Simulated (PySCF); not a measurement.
SMILES c1(ccc(cc1)OC)-c1ccco1 at its GFN2-xTB optimised geometry (Å):

```
23

C      4.1356     1.4071     0.0019
O      3.4625     0.1722     0.0000
C      2.1007     0.1722     0.0000
C      1.2999     1.3094     0.0000
C     -0.0764     1.1850    -0.0005
C     -0.6910    -0.0655    -0.0008
C     -2.1362    -0.1734    -0.0018
C     -2.9702    -1.2649     0.0022
C     -4.2895    -0.7614    -0.0020
C     -4.1715     0.5942    -0.0083
O     -2.8805     0.9589    -0.0081
C      0.1216    -1.2029    -0.0006
C      1.4918    -1.0854    -0.0003
H      3.8999     1.9929     0.8966
H      5.1971     1.1642     0.0014
H      3.8996     1.9959    -0.8906
H      1.7351     2.2965     0.0002
H     -0.6905     2.0726    -0.0006
H     -2.6848    -2.2965     0.0078
H     -5.1971    -1.3297    -0.0005
H     -4.9024     1.3785    -0.0131
H     -0.3278    -2.1831    -0.0010
H      2.1255    -1.9582    -0.0003
```

Method: PBE/def2-SVP (PySCF).

Map of the deformation density (molecule minus spherical neutral atoms) (e/bohr³) on the plane z = 0.8 Å:

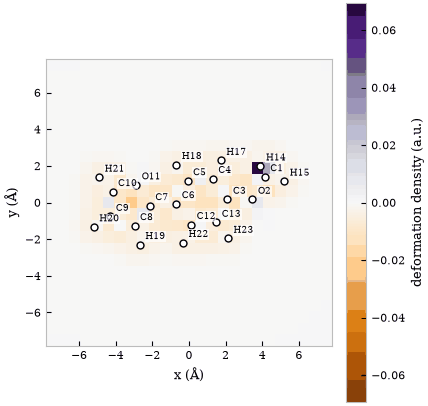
Deformation density (molecule minus spherical neutral atoms) (e/bohr³) on the plane z = 0.8 Å.
